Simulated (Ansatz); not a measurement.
C₂H₄S₂: several calculations on one system

### Relaxation

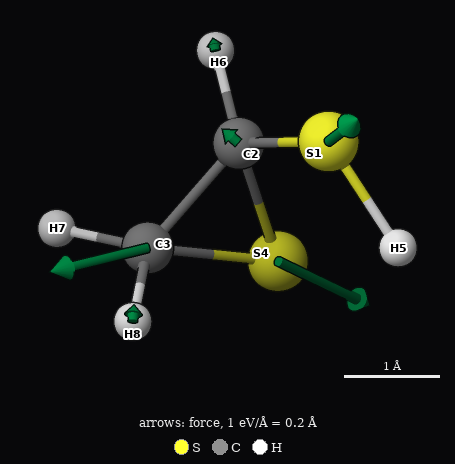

Starting geometry of C$_{2}$H$_{4}$S$_{2}$ with the computed forces as green arrows. A ball-and-stick model, seen at a tilt.

The run prepares an end point of a later path (torsion) calculation, from a guessed geometry.

Method: RKS revPBE/def2-SVP in Ansatz.

The input:
```yaml
crystal:
  periodic: [false, false, false]
  atoms:
    - { symbol: S, position_ang: [-0.0495, 1.7375, -0.5859] }
    - { symbol: C, position_ang: [-0.4448, 0.3601, 0.3324] }
    - { symbol: C, position_ang: [0.4759, -0.7946, 0.3397] }
    - { symbol: S, position_ang: [-0.8368, -1.0025, -0.6038] }
    - { symbol: H, position_ang: [-0.0965, 1.1925, -1.824] }
    - { symbol: H, position_ang: [-1.0267, 0.5542, 1.2273] }
    - { symbol: H, position_ang: [0.5915, -1.3906, 1.2595] }
    - { symbol: H, position_ang: [1.4791, -0.7135, -0.2009] }
basis:
  gaussian: { orbitals: def2-SVP }
hamiltonian:
  xc: revpbe
relax:
  f_tol: 0.015
  max_steps: 40
```

Run as
```bash
ansatz run input.yaml --threads 1 --pin off --max-ram 2048MiB --backend cpu --events-out ev --progress --plain --runs-dir out
```

### What follows when this structure is relaxed?

It isn't relaxed: the largest force vector, on S4, is 7.91 eV/Å. The final displacements follow the starting forces only in part (cosine between the two patterns 0.34). H5 moves most after the best rigid fit: 0.37 Å. By element the largest moves are H 0.37 Å, S 0.33 Å, C 0.07 Å. Near-neighbour distances that change, for instance: S1–S4 2.851 → 3.205 Å, C3–S4 1.630 → 1.840 Å, C2–S4 1.699 → 1.841 Å, S1–C2 1.702 → 1.814 Å. Among the angles between lasting bonds that change: S1–C2–S4 113.9° → 122.6°, S1–C2–H6 115.1° → 108.1°, C2–S4–C3 52.6° → 47.8°. Groups turn about S1–C2 by about 25°. The energy falls by 1.061 eV in 7 accepted moves (10 points after the start). Largest force component: 5.8 eV/Å at the start, 0.0033 eV/Å at the end. The line search rejected the trial steps at points 3, 5, 8 of the run. Cost: 11 s on 1 thread of AMD EPYC 9R45 96-Core Processor (Zen 5) (shared host), peak memory 0.14 GiB.

### Relaxation

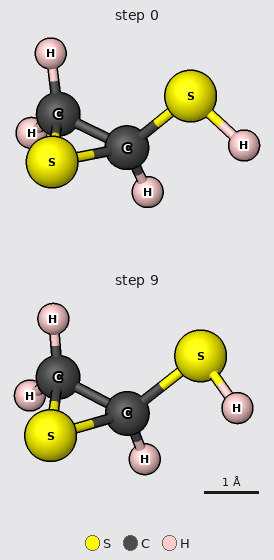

The structure of C$_{2}$H$_{4}$S$_{2}$ before (top) and after (bottom) a relaxation, at one scale.

A ball-and-stick model, seen at a tilt.

The run prepares an end point of a later path (torsion) calculation, from a guessed geometry.

Computed with Ansatz, RKS revPBE/def2-SVP.

The input:
```yaml
crystal:
  periodic: [false, false, false]
  atoms:
    - { symbol: S, position_ang: [-0.0495, 1.7375, -0.5859] }
    - { symbol: C, position_ang: [-0.4448, 0.3601, 0.3324] }
    - { symbol: C, position_ang: [-0.62316, 0.48953, 1.79271] }
    - { symbol: S, position_ang: [0.80412, -0.16606, 1.35718] }
    - { symbol: H, position_ang: [-0.0965, 1.1925, -1.824] }
    - { symbol: H, position_ang: [-1.03232, -0.38836, -0.1889] }
    - { symbol: H, position_ang: [-1.37871, -0.12882, 2.30399] }
    - { symbol: H, position_ang: [-0.57811, 1.5256, 2.27206] }
basis:
  gaussian: { orbitals: def2-SVP }
hamiltonian:
  xc: revpbe
relax:
  f_tol: 0.015
  max_steps: 40
```

Run as
```bash
ansatz run input.yaml --threads 1 --pin off --max-ram 2048MiB --backend cpu --events-out ev --progress --plain --runs-dir out
```

What changed between the two?

Answer. Over 7 accepted moves (9 points after the start) the energy falls by 1.068 eV. Largest force component: 6.9 eV/Å at the start, 0.0034 eV/Å at the end. The line search rejected the trial steps at points 3, 5 of the run. The largest move after the best rigid fit is that of S1, 0.35 Å. Largest moves by element: S 0.35 Å, H 0.33 Å, C 0.06 Å. Among the contacts that change: S1–S4 2.851 → 3.200 Å, C3–S4 1.630 → 1.830 Å, C2–S4 1.699 → 1.845 Å, S1–C2 1.702 → 1.812 Å. Among the angles between lasting bonds that change: S1–C2–S4 113.9° → 122.1°, S4–C2–H6 118.3° → 113.2°, C2–S4–C3 52.6° → 48.0°. Groups turn about S1–C2 by about 30°. The run took 11 s on 1 thread of AMD EPYC 9R45 96-Core Processor (Zen 5) (shared host), peak memory 0.14 GiB.

### Path

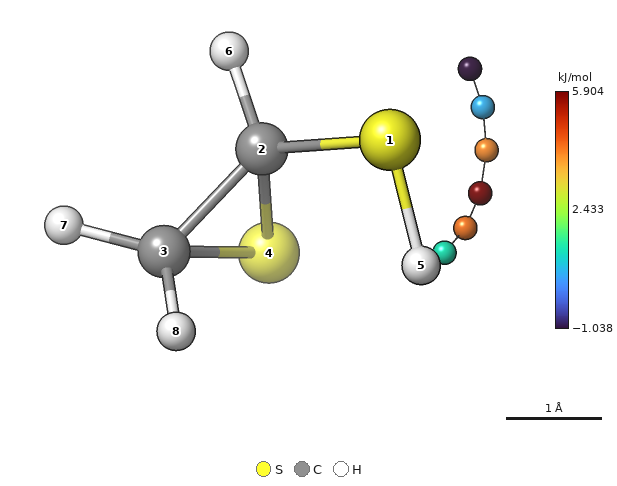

A search for the minimum-energy path of C2H4S2 by the nudged elastic band. Images are numbered from 0 (start) to 6 (end). The start is drawn whole; smaller spheres mark the moving atoms (H) in the later images, joined by lines and coloured by the energy of the image relative to the start. A ball-and-stick model, seen at a tilt.

Method: Ansatz 0.2.0, RKS revPBE/def2-SVP. Settings: 5 movable images; climbing image; force threshold 0.03 eV/Å; iteration limit 60; starting path by image-dependent pair potential.

### Describe the path and its energy.

The motion is a rotation about the S1–C2 bond by about 115°. No bond forms or breaks between the ends. Bond angles that change up to the highest image, for instance: S1–C2–C3 123.7° → 119.9°, S1–C2–H6 108.1° → 111.7°. The highest point, image 3, lies 5.9 kJ/mol above the start and 6.9 kJ/mol above the end; the end is at −1.0 kJ/mol relative to the start. The band is converged. At the top, the vibrational analysis gives one imaginary mode (230i cm⁻¹), as a transition state must have.
